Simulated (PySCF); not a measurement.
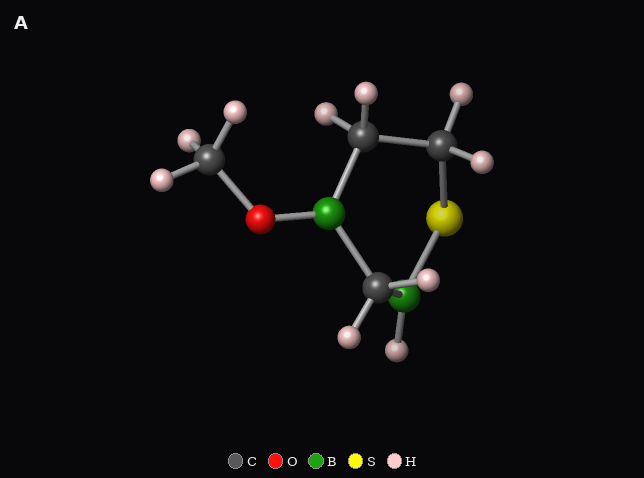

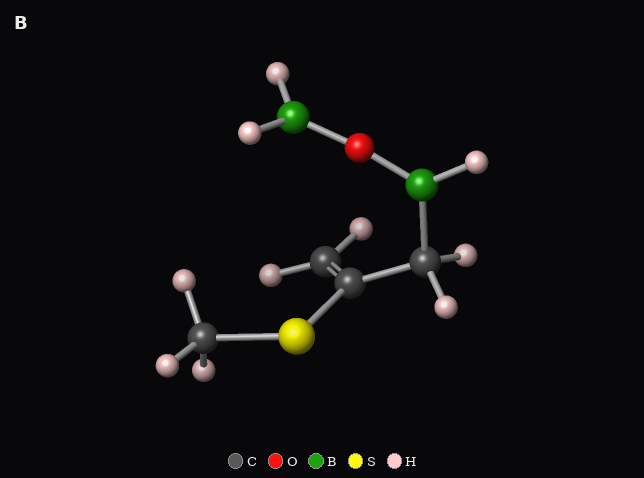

2 stationary structures of one formula. Geometries: GFN2-xTB. Electronic energies: CAM-B3LYP/def2-SVPD (PySCF 2.14.0), without zero-point energy. No frequency run is at hand to confirm each as a minimum. Each is one conformer, not always the lowest.

Are they conformers, stereoisomers or constitutional isomers?

Answer. They are constitutional isomers of C4H10B2OS: A `COB1CBSCC1`, B `BOBCC(=C)SC`.

Which is lowest in energy, and by how much?

Answer. A is lowest; B lies 1.289 eV above it.

The geometry is semi-empirical. Around B such bond lengths and angles can be off by a tenth of an ångström or more and by several degrees, and values that hang on the shape move with them.
